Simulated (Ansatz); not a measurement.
## AlGaAs2, pressure series

The reference is AlGaAs2 (space group R3m, No. 160; a = 4.011 Å, c = 19.647 Å (hexagonal axes); a cell from a computed database, its experimental status unchecked).

Cell and atoms are relaxed at each pressure.

Calculations: r2SCAN (Ansatz, a quantum-chemistry and plane-wave program), no spin-orbit coupling, earlier PAW set.

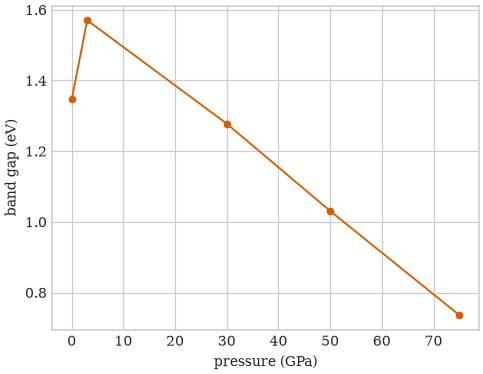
Band gap against pressure

```json
[
 {"pressure (GPa)": "3", "band gap": "1.57 eV"},
 {"pressure (GPa)": "30", "band gap": "1.28 eV"},
 {"pressure (GPa)": "50", "band gap": "1.03 eV"},
 {"pressure (GPa)": "75", "band gap": "0.74 eV"}
]
```

Load acts through the strain it causes; cell and atoms are relaxed under it. No phonon test of stability was made. No other phases were tried under pressure.
